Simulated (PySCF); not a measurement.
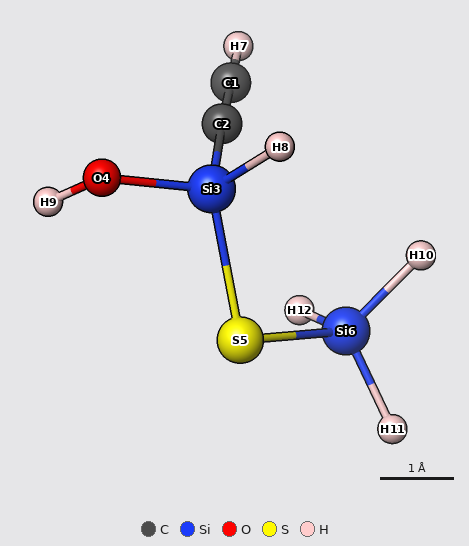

**Figure 1.** The structure (ball-and-stick view, seen at a tilt; atoms are numbered from 1 in the order of the input).

# C2H6OSSi2: one change and its effect

System: C2H6OSSi2.
Method of the first run: GIAO PBE0/pcSseg-1 NMR shielding, non-relativistic, gas phase (PySCF 2.14.0).

The geometry comes from this level: PBE0-D3(BJ)/def2-SVP. Text and figures count atoms from 1; the logs count them from 0 in places.

**Input file, the first run**
```
{"job": {"kind": "nmr", "xc": "PBE0", "basis": "pcSseg-1", "pop": false}, "charge": 0, "multiplicity": 1}
C      1.164762    -1.259636     1.266473
C      1.148028    -0.475455     0.335072
Si     1.059791     0.710671    -1.062302
O      2.168205     0.367532    -2.238884
S     -0.913155     0.594401    -1.901496
Si    -2.090937     0.164419    -0.148931
H      1.186169    -1.952612     2.089318
H      1.385509     2.073635    -0.585827
H      2.100730    -0.494285    -2.662008
H     -1.685272     1.032922     0.994220
H     -3.492175     0.478471    -0.549183
H     -1.993784    -1.268564     0.248549
```

The first line tells a small driver script what to run in PySCF; the rest is the geometry in Å.

Command:
```bash
OMP_NUM_THREADS=1 python <driver script> task.json out
```

Hardware: 1 CPU thread, shared host.

**Output (the first run)**
```
coarse grid: 11856 points
cycle   1  E = -1131.4764226827  dE =  4.858e-01  |g| = 7.581e-01  |ddm| = 3.325e+00
cycle   2  E = -1131.3419564136  dE =  1.345e-01  |g| = 1.134e+00  |ddm| = 1.540e+00
cycle   3  E = -1131.5857637594  dE = -2.438e-01  |g| = 1.325e-01  |ddm| = 1.030e+00
cycle   4  E = -1131.5894377486  dE = -3.674e-03  |g| = 4.279e-02  |ddm| = 1.523e-01
cycle   5  E = -1131.5896864394  dE = -2.487e-04  |g| = 2.946e-02  |ddm| = 5.257e-02
cycle   6  E = -1131.5899008341  dE = -2.144e-04  |g| = 5.618e-03  |ddm| = 2.236e-02
cycle   7  E = -1131.5899082105  dE = -7.376e-06  |g| = 1.057e-03  |ddm| = 5.649e-03
final grid: 101456 points
cycle   8  E = -1131.6376287839  dE = -1.752e-05  |g| = 6.292e-03  |ddm| = 2.484e-02
cycle   9  E = -1131.6376214130  dE =  7.371e-06  |g| = 8.822e-03  |ddm| = 1.279e-02
cycle  10  E = -1131.6376363379  dE = -1.492e-05  |g| = 8.688e-04  |ddm| = 7.437e-03
cycle  11  E = -1131.6376364686  dE = -1.307e-07  |g| = 2.981e-04  |ddm| = 8.913e-04
cycle  12  E = -1131.6376364867  dE = -1.804e-08  |g| = 1.665e-04  |ddm| = 3.344e-04
cycle  13  E = -1131.6376364935  dE = -6.825e-09  |g| = 2.482e-05  |ddm| = 1.293e-04
cycle  14  E = -1131.6376364937  dE = -1.828e-10  |g| = 5.728e-06  |ddm| = 4.206e-05
converged SCF energy = -1131.6376364937

GIAO shielding tensors (ppm)
atom      isotropic    diamagn.    paramagn.     s11        s22        s33       span
  0 C       78.219     261.674    -183.455      0.484      2.349    231.826    231.342
  1 C       98.091     264.030    -165.939      1.127      2.743    290.402    289.275
  2 Si     378.612     878.949    -500.336    327.369    380.212    428.255    100.886
  3 O      275.172     385.689    -110.517    261.888    270.128    293.501     31.614
  4 S      779.225    1060.409    -281.184    663.519    784.099    890.055    226.536
  5 Si     406.243     879.593    -473.350    364.359    403.977    450.393     86.034
  6 H       28.587      32.451      -3.864     23.750     24.352     37.659     13.909
  7 H       26.032      27.769      -1.737     22.762     23.625     31.709      8.947
  8 H       29.570      30.128      -0.558     22.291     25.503     40.915     18.624
  9 H       26.795      29.880      -3.084     23.494     24.879     32.013      8.519
 10 H       26.693      28.138      -1.445     22.804     24.430     32.845     10.041
 11 H       26.702      30.202      -3.500     23.116     25.146     31.843      8.727
```

For the second run the input was changed thus:
```diff
-"xc": "PBE0"
+"xc": "LC-wPBE"
```

How does the second run compare with the first run?

The total energies belong to different methods, so their difference says nothing on which is more stable or more accurate. The HOMO goes from −7.60 to −10.26 eV. The LUMO goes from −0.80 to 1.43 eV. The dipole moment goes from 2.63 to 2.79 D. Of all shieldings, the largest change is that of S5, by +22.9 ppm. The functional changes from PBE0 to LC-wPBE. The number of SCF iterations is the same.

**Output (the second run)**
```
coarse grid: 11856 points
cycle   1  E = -1131.6124231201  dE =  4.696e-01  |g| = 7.495e-01  |ddm| = 3.270e+00
cycle   2  E = -1131.6384408260  dE = -2.602e-02  |g| = 7.527e-01  |ddm| = 1.082e+00
cycle   3  E = -1131.7324434098  dE = -9.400e-02  |g| = 7.945e-02  |ddm| = 5.315e-01
cycle   4  E = -1131.7338651672  dE = -1.422e-03  |g| = 2.755e-02  |ddm| = 1.151e-01
cycle   5  E = -1131.7340541581  dE = -1.890e-04  |g| = 6.211e-03  |ddm| = 4.400e-02
cycle   6  E = -1131.7340637901  dE = -9.632e-06  |g| = 3.220e-03  |ddm| = 1.303e-02
cycle   7  E = -1131.7340664600  dE = -2.670e-06  |g| = 1.128e-03  |ddm| = 3.192e-03
final grid: 101456 points
cycle   8  E = -1131.8008674056  dE = -4.062e-05  |g| = 6.811e-03  |ddm| = 3.577e-02
cycle   9  E = -1131.8008698469  dE = -2.441e-06  |g| = 3.531e-03  |ddm| = 6.370e-03
cycle  10  E = -1131.8008712669  dE = -1.420e-06  |g| = 9.387e-04  |ddm| = 2.865e-03
cycle  11  E = -1131.8008714831  dE = -2.161e-07  |g| = 2.133e-04  |ddm| = 6.467e-04
cycle  12  E = -1131.8008714964  dE = -1.333e-08  |g| = 6.887e-05  |ddm| = 3.188e-04
cycle  13  E = -1131.8008714978  dE = -1.392e-09  |g| = 2.046e-05  |ddm| = 1.050e-04
cycle  14  E = -1131.8008714980  dE = -1.714e-10  |g| = 1.003e-05  |ddm| = 4.065e-05
converged SCF energy = -1131.8008714980

GIAO shielding tensors (ppm)
atom      isotropic    diamagn.    paramagn.     s11        s22        s33       span
  0 C       76.249     261.643    -185.394     -4.786     -2.673    236.206    240.992
  1 C       98.675     266.181    -167.506      0.232      1.060    294.734    294.502
  2 Si     381.042     879.097    -498.055    330.356    380.357    432.412    102.057
  3 O      288.432     385.997     -97.565    276.031    285.349    303.915     27.884
  4 S      802.156    1060.666    -258.510    696.431    796.378    913.659    217.229
  5 Si     411.888     879.249    -467.361    373.686    409.392    452.586     78.900
  6 H       28.676      32.242      -3.567     23.744     24.319     37.963     14.219
  7 H       26.316      27.915      -1.599     23.079     23.934     31.936      8.858
  8 H       29.632      30.165      -0.533     22.107     25.509     41.279     19.172
  9 H       27.023      30.016      -2.993     23.660     25.195     32.214      8.554
 10 H       26.879      28.112      -1.233     22.940     24.589     33.108     10.168
 11 H       26.923      30.339      -3.416     23.314     25.420     32.036      8.722
```

**The two runs side by side**

| quantity | the first run | the second run |
| --- | --- | --- |
| outcome | converged | converged |
| total energy (hartree) | −1131.637636 | −1131.800871 |
| HOMO (eV) | −7.60 | −10.26 |
| LUMO (eV) | −0.80 | 1.43 |
| dipole moment (D) | 2.63 | 2.79 |
| shielding of C1 (ppm) | 78.2 | 76.2 |
| shielding of C2 (ppm) | 98.1 | 98.7 |
| shielding of Si3 (ppm) | 378.6 | 381.0 |
| shielding of O4 (ppm) | 275.2 | 288.4 |
| shielding of S5 (ppm) | 779.2 | 802.2 |
| shielding of Si6 (ppm) | 406.2 | 411.9 |
| shielding of H8 (ppm) | 26.0 | 26.3 |
| SCF iterations | 14 | 14 |
| basis functions | 153 | 153 |
| wall time (shared host) | 27 s | 43 s |
